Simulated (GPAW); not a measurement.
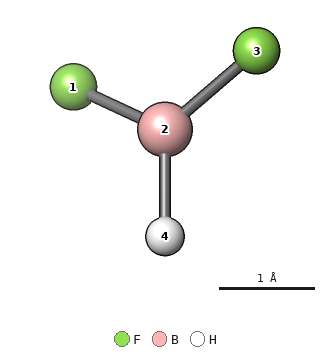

**Figure 1.** The structure as given in the input (ball-and-stick view, seen at a tilt; atoms are numbered from 1 in the order of the input). Bond lengths as drawn: B–F 1.31 Å and B–H 1.19 Å.

## Run report: BHF2, molecular dynamics

BHF2, SMILES FBF, computed with BP86/dzp, dispersion D3(BJ), scalar-relativistic datasets (GPAW 26.7.0).

The geometry comes from this level: PBE0-D4/def2-TZVP.

Input (run.py)
```python
import numpy as np
from ase import units
from ase.calculators.mixing import SumCalculator
from ase.io.zmatrix import parse_zmatrix
from ase.md.nvtberendsen import NVTBerendsen
from ase.md.velocitydistribution import MaxwellBoltzmannDistribution, Stationary, ZeroRotation
from dftd3.ase import DFTD3
from gpaw import GPAW, setup_paths
from gpaw.atom.configurations import parameters
from gpaw.atom.generator import Generator
from gpaw.utilities.adjust_cell import adjust_cell

# Structure
zmat = """
F
B 1 r2
F 2 r3 1 a3
H 2 r4 3 a4 1 d4
"""
values = dict(r2=1.313275, r3=1.313162, a3=118.0734, r4=1.191291, a4=120.9677, d4=-179.99789)
system = parse_zmatrix(zmat, defs=values)
adjust_cell(system, 3.5, h=0.18)

# Generate the setups first
for symbol in ["B", "F", "H"]:
    Generator(symbol, xcname="GGA_X_B88+GGA_C_P86", scalarrel=True, nofiles=True, txt=None).run(**parameters[symbol])
setup_paths.insert(0, ".")

# Calculator
calc = GPAW(mode="lcao",
            basis="dzp",
            h=0.18,
            xc="GGA_X_B88+GGA_C_P86",
            maxiter=120,
            symmetry="off",
            txt="mol.txt")
system.calc = SumCalculator([DFTD3(method="BP86", damping="d3bj"), calc])

rng = np.random.default_rng(813)
MaxwellBoltzmannDistribution(system, temperature_K=100, rng=rng)
Stationary(system)
ZeroRotation(system)
dyn = NVTBerendsen(system, timestep=0.25 * units.fs, temperature_K=100, taut=50 * units.fs, trajectory="md.traj", logfile="-")
dyn.run(20)
```

Command:
```bash
OMP_NUM_THREADS=1 python run.py
```

Log
```
DeprecationWarning: Use thermalize_momenta
Time[ps]      Etot[eV]     Epot[eV]     Ekin[eV]    T[K]
0.0000         -19.3341     -19.3637       0.0296    57.3
0.0003         -19.3340     -19.3626       0.0286    55.4
0.0005         -19.3338     -19.3617       0.0279    54.0
0.0007         -19.3336     -19.3610       0.0274    53.1
0.0010         -19.3334     -19.3606       0.0271    52.5
0.0013         -19.3332     -19.3602       0.0269    52.1
0.0015         -19.3331     -19.3599       0.0268    51.9
0.0018         -19.3329     -19.3596       0.0267    51.7
0.0020         -19.3327     -19.3593       0.0266    51.4
0.0022         -19.3325     -19.3589       0.0264    51.0
0.0025         -19.3324     -19.3585       0.0261    50.5
0.0028         -19.3322     -19.3580       0.0258    49.9
0.0030         -19.3320     -19.3574       0.0254    49.2
0.0032         -19.3318     -19.3568       0.0250    48.3
0.0035         -19.3317     -19.3562       0.0245    47.4
0.0037         -19.3315     -19.3556       0.0241    46.6
0.0040         -19.3313     -19.3550       0.0238    45.9
0.0043         -19.3311     -19.3547       0.0236    45.6
0.0045         -19.3309     -19.3545       0.0235    45.5
0.0047         -19.3308     -19.3545       0.0237    45.9
0.0050         -19.3306     -19.3548       0.0242    46.7
```

Trajectory as extended XYZ (Å, eV, eV/Å), 21 frames, from step=0 to step=20
```
4
Properties=species:S:1:pos:R:3:forces:R:3 step=0 time_fs=0.0 energy=-19.36370 temperature=57.3
F     3.7144    4.6115    3.6000   -1.3466  -0.1043  -0.0002
B     5.0276    4.6115    3.6000    0.2426  -0.3984   0.0002
F     5.6456    5.7701    3.6000    0.6698   1.0701  -0.0001
H     5.6405    3.5899    3.6000    0.3940  -0.6344   0.0000
4
Properties=species:S:1:pos:R:3:forces:R:3 step=1 time_fs=0.2 energy=-19.36257 temperature=55.4
F     3.7144    4.6116    3.6001   -1.3420  -0.1102  -0.0038
B     5.0278    4.6122    3.5995    0.2319  -0.4696   0.0116
F     5.6453    5.7695    3.6001    0.6959   1.1368  -0.0041
H     5.6437    3.5916    3.6017    0.3714  -0.6228  -0.0032
4
Properties=species:S:1:pos:R:3:forces:R:3 step=2 time_fs=0.5 energy=-19.36170 temperature=54.0
F     3.7144    4.6117    3.6001   -1.3339  -0.1158  -0.0075
B     5.0280    4.6129    3.5991    0.2243  -0.5479   0.0241
F     5.6451    5.7689    3.6001    0.7226   1.2022  -0.0082
H     5.6472    3.5930    3.6034    0.3418  -0.6015  -0.0066
4
Properties=species:S:1:pos:R:3:forces:R:3 step=3 time_fs=0.8 energy=-19.36104 temperature=53.1
F     3.7144    4.6118    3.6002   -1.3227  -0.1222  -0.0111
B     5.0281    4.6137    3.5987    0.2202  -0.6314   0.0365
F     5.6448    5.7683    3.6002    0.7477   1.2642  -0.0122
H     5.6509    3.5940    3.6051    0.3061  -0.5719  -0.0106
4
Properties=species:S:1:pos:R:3:forces:R:3 step=4 time_fs=1.0 energy=-19.36055 temperature=52.5
F     3.7143    4.6120    3.6003   -1.3082  -0.1288  -0.0148
B     5.0283    4.6143    3.5982    0.2191  -0.7194   0.0490
F     5.6446    5.7677    3.6003    0.7717   1.3232  -0.0163
H     5.6548    3.5947    3.6068    0.2672  -0.5351  -0.0151
4
Properties=species:S:1:pos:R:3:forces:R:3 step=5 time_fs=1.2 energy=-19.36018 temperature=52.1
F     3.7141    4.6121    3.6004   -1.2907  -0.1357  -0.0183
B     5.0285    4.6150    3.5978    0.2206  -0.8105   0.0617
F     5.6444    5.7672    3.6004    0.7941   1.3786  -0.0203
H     5.6588    3.5950    3.6084    0.2241  -0.4913  -0.0198
4
Properties=species:S:1:pos:R:3:forces:R:3 step=6 time_fs=1.5 energy=-19.35988 temperature=51.9
F     3.7140    4.6122    3.6005   -1.2698  -0.1400  -0.0221
B     5.0287    4.6156    3.5974    0.2246  -0.9082   0.0760
F     5.6442    5.7668    3.6005    0.8160   1.4331  -0.0245
H     5.6630    3.5951    3.6101    0.1784  -0.4427  -0.0242
4
Properties=species:S:1:pos:R:3:forces:R:3 step=7 time_fs=1.8 energy=-19.35959 temperature=51.7
F     3.7138    4.6123    3.6005   -1.2463  -0.1471  -0.0256
B     5.0290    4.6161    3.5970    0.2300  -1.0022   0.0892
F     5.6441    5.7664    3.6005    0.8350   1.4810  -0.0284
H     5.6674    3.5950    3.6118    0.1285  -0.3879  -0.0286
4
Properties=species:S:1:pos:R:3:forces:R:3 step=8 time_fs=2.0 energy=-19.35928 temperature=51.4
F     3.7135    4.6124    3.6006   -1.2200  -0.1542  -0.0290
B     5.0292    4.6166    3.5965    0.2368  -1.0952   0.1027
F     5.6439    5.7660    3.6006    0.8517   1.5245  -0.0322
H     5.6718    3.5946    3.6134    0.0767  -0.3313  -0.0329
4
Properties=species:S:1:pos:R:3:forces:R:3 step=9 time_fs=2.2 energy=-19.35891 temperature=51.0
F     3.7132    4.6125    3.6007   -1.1910  -0.1615  -0.0323
B     5.0295    4.6170    3.5961    0.2444  -1.1854   0.1163
F     5.6438    5.7657    3.6007    0.8662   1.5631  -0.0360
H     5.6763    3.5940    3.6150    0.0256  -0.2756  -0.0369
4
Properties=species:S:1:pos:R:3:forces:R:3 step=10 time_fs=2.5 energy=-19.35849 temperature=50.5
F     3.7129    4.6126    3.6008   -1.1593  -0.1689  -0.0355
B     5.0297    4.6174    3.5957    0.2521  -1.2716   0.1299
F     5.6438    5.7654    3.6008    0.8781   1.5966  -0.0397
H     5.6809    3.5933    3.6166   -0.0243  -0.2197  -0.0404
4
Properties=species:S:1:pos:R:3:forces:R:3 step=11 time_fs=2.8 energy=-19.35800 temperature=49.9
F     3.7125    4.6127    3.6008   -1.1251  -0.1764  -0.0387
B     5.0300    4.6177    3.5953    0.2597  -1.3524   0.1436
F     5.6437    5.7652    3.6008    0.8875   1.6247  -0.0433
H     5.6854    3.5924    3.6182   -0.0765  -0.1617  -0.0463
4
Properties=species:S:1:pos:R:3:forces:R:3 step=12 time_fs=3.0 energy=-19.35744 temperature=49.2
F     3.7121    4.6128    3.6009   -1.0885  -0.1840  -0.0418
B     5.0303    4.6179    3.5949    0.2667  -1.4265   0.1571
F     5.6437    5.7650    3.6009    0.8941   1.6472  -0.0468
H     5.6899    3.5915    3.6198   -0.1302  -0.1021  -0.0531
4
Properties=species:S:1:pos:R:3:forces:R:3 step=13 time_fs=3.2 energy=-19.35681 temperature=48.3
F     3.7117    4.6129    3.6010   -1.0496  -0.1916  -0.0449
B     5.0307    4.6181    3.5945    0.2726  -1.4928   0.1705
F     5.6437    5.7649    3.6010    0.8979   1.6638  -0.0503
H     5.6944    3.5904    3.6213   -0.1830  -0.0444  -0.0603
4
Properties=species:S:1:pos:R:3:forces:R:3 step=14 time_fs=3.5 energy=-19.35617 temperature=47.4
F     3.7112    4.6129    3.6010   -1.0085  -0.1991  -0.0478
B     5.0310    4.6181    3.5941    0.2771  -1.5502   0.1837
F     5.6438    5.7649    3.6010    0.8987   1.6744  -0.0536
H     5.6987    3.5894    3.6228   -0.2307   0.0082  -0.0661
4
Properties=species:S:1:pos:R:3:forces:R:3 step=15 time_fs=3.8 energy=-19.35556 temperature=46.6
F     3.7107    4.6130    3.6011   -0.9652  -0.2066  -0.0508
B     5.0314    4.6181    3.5938    0.2797  -1.5979   0.1966
F     5.6439    5.7649    3.6011    0.8965   1.6788  -0.0569
H     5.7030    3.5884    3.6242   -0.2735   0.0552  -0.0715
4
Properties=species:S:1:pos:R:3:forces:R:3 step=16 time_fs=4.0 energy=-19.35505 temperature=45.9
F     3.7102    4.6131    3.6012   -0.9198  -0.2140  -0.0536
B     5.0317    4.6180    3.5934    0.2803  -1.6353   0.2092
F     5.6440    5.7649    3.6012    0.8914   1.6771  -0.0601
H     5.7071    3.5874    3.6257   -0.3131   0.0982  -0.0769
4
Properties=species:S:1:pos:R:3:forces:R:3 step=17 time_fs=4.2 energy=-19.35467 temperature=45.6
F     3.7096    4.6131    3.6012   -0.8725  -0.2213  -0.0565
B     5.0321    4.6178    3.5930    0.2785  -1.6616   0.2214
F     5.6441    5.7650    3.6012    0.8831   1.6690  -0.0632
H     5.7110    3.5865    3.6270   -0.3497   0.1379  -0.0824
4
Properties=species:S:1:pos:R:3:forces:R:3 step=18 time_fs=4.5 energy=-19.35447 temperature=45.5
F     3.7090    4.6132    3.6013   -0.8270  -0.2312  -0.0589
B     5.0325    4.6175    3.5927    0.2734  -1.6719   0.2317
F     5.6443    5.7652    3.6013    0.8726   1.6552  -0.0658
H     5.7148    3.5857    3.6284   -0.3840   0.1748  -0.0875
4
Properties=species:S:1:pos:R:3:forces:R:3 step=19 time_fs=4.8 energy=-19.35449 temperature=45.9
F     3.7084    4.6132    3.6014   -0.7757  -0.2372  -0.0617
B     5.0329    4.6171    3.5924    0.2665  -1.6768   0.2434
F     5.6444    5.7654    3.6014    0.8584   1.6351  -0.0688
H     5.7183    3.5850    3.6296   -0.4145   0.2037  -0.0919
4
Properties=species:S:1:pos:R:3:forces:R:3 step=20 time_fs=5.0 energy=-19.35476 temperature=46.7
F     3.7078    4.6133    3.6014   -0.7230  -0.2431  -0.0645
B     5.0334    4.6166    3.5920    0.2568  -1.6694   0.2547
F     5.6447    5.7657    3.6014    0.8413   1.6087  -0.0717
H     5.7216    3.5844    3.6308   -0.4434   0.2277  -0.0966
```

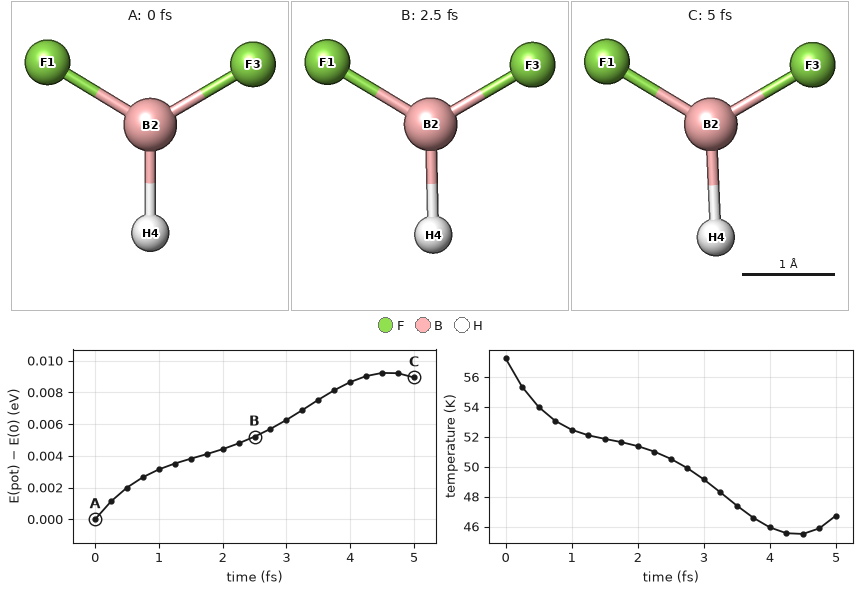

**Figure 2.** Frames of the molecular dynamics (ball-and-stick, seen on its broad side) above the curves, on which the letters mark them. The trajectory kept here has 21 frames over 5 fs. The temperature starts at 57 K, ranges from 46 to 57 K and averages 47 K over the second half. The potential energy ends 0.009 eV above its first value. After an unweighted best fit of the last frame on the first, the root-mean-square displacement is 0.03 Å.

Key numbers

```tsv
quantity	value
outcome	finished
mean temperature over the second half	47 K
trajectory	21 frames kept, 5 fs
basis functions (step not recorded)	44
hardware	1 thread of Intel Xeon @ 2.70GHz, 189 GiB of memory available, shared host
wall time	70 s
peak memory	0.34 GiB
```

Notes

Further notes kept with the run: datasets made with stock radii, not tested. So short a trajectory is not equilibrated.
